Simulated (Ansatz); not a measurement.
```xyz
4

Al    1.4760   -0.5006   -0.9115
Al   -1.3420    1.1600    0.3371
N     0.3009   -0.0302    0.7192
N    -0.4349   -0.6292   -0.1448
```

Geometry: PBE0-D4/def2-TZVP.

The calculation used Ansatz, UKS PBE0-D4/def2-TZVP.

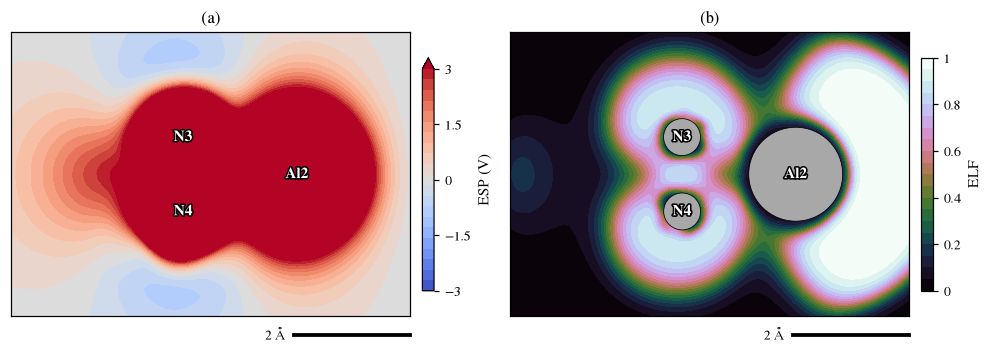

Al$_{2}$N$_{2}$ (triplet). (a) molecular electrostatic potential; (b) electron localisation function on the plane of atoms N3, Al2 and N4. Grey discs cover the atomic cores in the ELF map.

Question: Interpret the plot.

Answer:
- The section cuts through Al and N sites.
- N–N (1.28 Å): the ELF peaks at about 0.85 between the atoms, as expected for a covalent bond.
- Al–N (2.06 Å): the ELF peaks at about 0.75 in the valence shell of N, 0.6 Å from its nucleus, and is about 0.40 at the midpoint.
- The ELF also peaks beside N4 and N3, away from the bonds: non-bonding electrons, paired or unpaired.
- Outside the dense part of the molecule the potential is most negative (−0.8 V) near N3 and N4.
